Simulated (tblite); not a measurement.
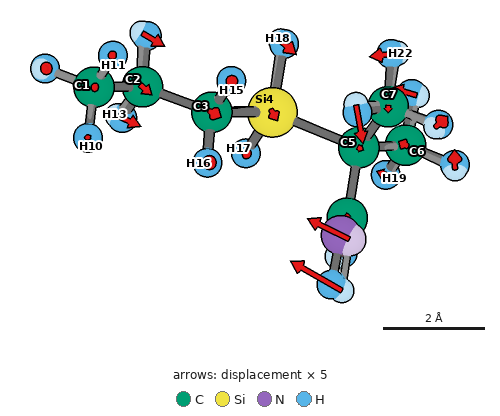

A relaxation of C₇H₁₇NSi. The starting structure is drawn faded, the final one solid; red arrows show the displacements, magnified 5 times. The two geometries are superimposed by the best rigid fit.

The picture is a ball-and-stick view, seen from a free direction.

Level of theory: GFN2-xTB geometry optimisation, gas phase (tblite 0.8.0). 

> Describe the change and its energy.

Over 54 geometry steps the energy falls by 19.6 kJ/mol. The atom that moves furthest after the best rigid fit is an H atom (0.25 Å). Largest moves by element: H 0.25 Å, N 0.19 Å, C 0.08 Å, Si 0.06 Å. Among the contacts that change: C–N 1.298 → 1.259 Å, C–C 1.520 → 1.482 Å, C–Si 1.955 → 1.931 Å, C–C 1.546 → 1.526 Å. Bond angles that change, for instance: C–N–H 109.6° → 115.4°, N–C–H 120.0° → 124.0°, C–C–H 117.7° → 113.8°.
